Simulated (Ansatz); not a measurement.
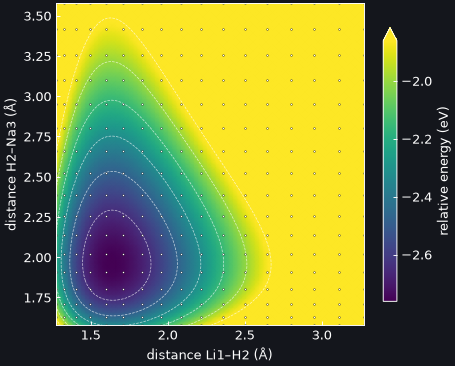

The system Li⁺ + HNa. Coordinates scanned: (1) distance Li1–H2; (2) distance H2–Na3. Nothing is relaxed (the angle Li1–H2–Na3 is fixed at 180 degrees). The grid has 17 × 17 points. Points are written as (first, second). Energies: eV, counted from Li with charge +1 far from the relaxed HNa (each part in its own basis). The restricted reference is unstable at some or all points, so the energies there are unreliable. These are results of Ansatz 0.2.0, RHF-CCSD(T), frozen core/def2-TZVPD, not measurements.

In the figure: a smooth colour map with a few white contour lines, dots at the grid points, one colour for all values above the top of the scale. Between grid points the surface is interpolated.

**Estimate the position of the minimum and the force constants in these coordinates.**

The interpolated minimum is at distance Li1–H2 ≈ 1.639 Å, distance H2–Na3 ≈ 1.961 Å. The curvatures there are about 5.2 eV/Å² and 3.4 eV/Å², with a cross term of about 0 eV/Å². Round the minimum the two coordinates are nearly uncoupled.
